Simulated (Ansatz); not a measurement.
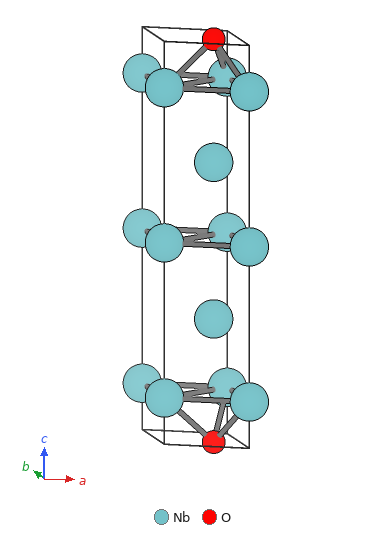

Crystal structure, ball-and-stick style, seen slightly off an axis. Lines trace the edges of the simulation cell.

```yaml
crystal:
  lattice:
    - [2.89461, 0.00000, 0.00000]
    - [-1.44731, 2.50681, 0.00000]
    - [0.00000, 0.00000, 13.43897]
  atoms:
    - { symbol: Nb, position: [0.00000, 0.00000, 0.88499] }
    - { symbol: Nb, position: [0.66667, 0.33333, 0.69437] }
    - { symbol: Nb, position: [0.00000, 0.00000, 0.50000] }
    - { symbol: Nb, position: [0.66667, 0.33333, 0.30563] }
    - { symbol: Nb, position: [0.00000, 0.00000, 0.11501] }
    - { symbol: O, position: [0.66667, 0.33333, 0.00000] }
```

Theory: Ansatz, DFT PBE, scalar-relativistic, plane waves, PAW. Numerical settings: cutoff 420 eV, 12×12×4 k-mesh, Gaussian smearing of 0.1 eV, no spin polarisation.

**What net charge does each kind of atom have (Bader)?**

Nb -0.03 to +0.59 e; O -1.28 e.

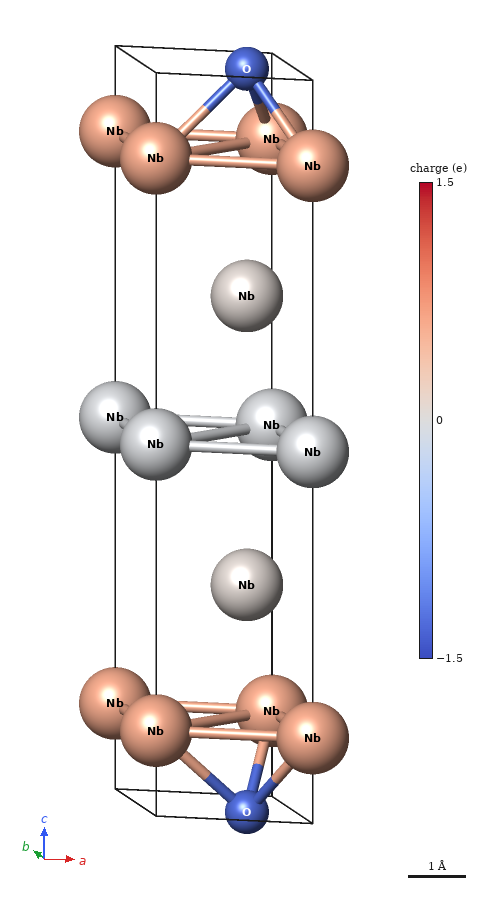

The atoms coloured by those charges.

Origin of the cell: a structure type filled with these elements by a generator (whether the compound takes this form wasn't checked). Earlier steps of the study may have refined or changed the cell and positions. It was the input of a calculation with Ansatz.
